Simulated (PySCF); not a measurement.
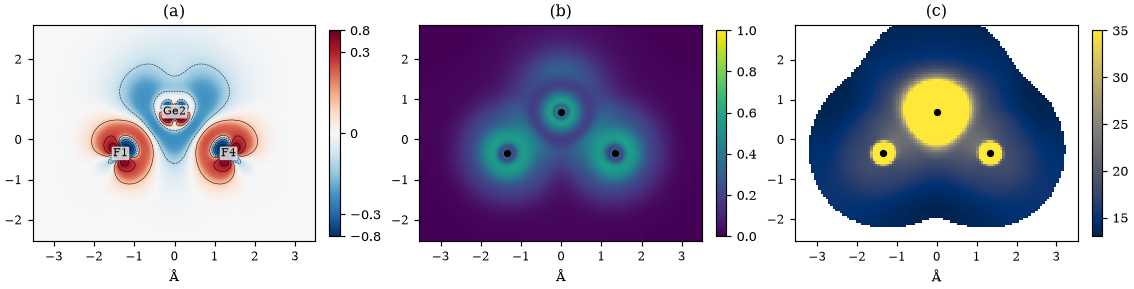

*F3GeH, SMILES `F[GeH](F)F`. Three fields in the plane of F1, Ge2 and F4. (a): red positive, blue negative.*

PySCF calculation, B3LYP/def2-SVPD, gas phase; geometry: GFN2-xTB. No frequency check shows the geometry to be a minimum. GFN2-xTB bond lengths at metals and heavier atoms can be off by up to 0.1 Å and shapes distorted, which carries into these values.

Input

```python
import numpy as np
from pyscf import gto, scf, dft
from pyscf.scf import atom_ks, atom_hf
from scipy.linalg import block_diag

def solve(mol, dm0=None, hcore=None):
    mf = (dft.UKS if mol.spin else dft.RKS)(mol, xc='b3lyp')
    mf.grids.level = 3
    mf = mf.density_fit(auxbasis='def2-universal-jkfit')
    mf.conv_tol, mf.max_cycle = 1e-8, 80
    if hcore is not None:
        mf.get_hcore = lambda *args: hcore
    mf.kernel(dm0)
    if not mf.converged:
        mf = mf.newton().run(mf.mo_coeff, mf.mo_occ, max_cycle=30)
    assert mf.converged, 'SCF not converged'
    return mf

mol = gto.M(atom='''
F     -0.51650    -1.46432     0.40388
Ge     0.00009     0.00013    -0.28590
F     -1.01018     1.17903     0.40416
F      1.52643     0.28479     0.40410
H     -0.00075     0.00034    -1.76054
''', basis='def2-svpd', charge=0, spin=0, verbose=4)
mf = solve(mol)
mf.analyze()
# spherically averaged free atoms, for the promolecule
atm = atom_ks.get_atm_nrks(mol, xc='b3lyp')
pro = block_diag(*[(atm[a[0]][2] * atm[a[0]][3]) @ atm[a[0]][2].T for a in mol._atom])
np.savez('result.npz', e=mf.e_tot, c=mf.mo_coeff, occ=mf.mo_occ, eps=mf.mo_energy, pro=pro, dip=mf.dip_moment(verbose=0), s2=mf.spin_square()[0])
```

Run with:

```sh
OMP_NUM_THREADS=1 python input.py
```

The run took 8.6 s on 1 thread of Arm Neoverse V2 (shared host), peak memory 0.47 GiB.

Partitions, critical points and surface values were worked out afterwards from this run's density.

### The panels show, in some order, the average local ionisation energy, localised orbital locator (LOL) and deformation density. Which is which?

(a) is the deformation density: it has both signs, with gains where valence electrons gather and losses around them. (b) is the localised orbital locator (LOL): it runs from 0 to 1, peaks where electrons are localised, as in bonds, and fades smoothly outside. (c) is the average local ionisation energy: it is high near the heavier nuclei and lowest where loosely bound electrons reach out.
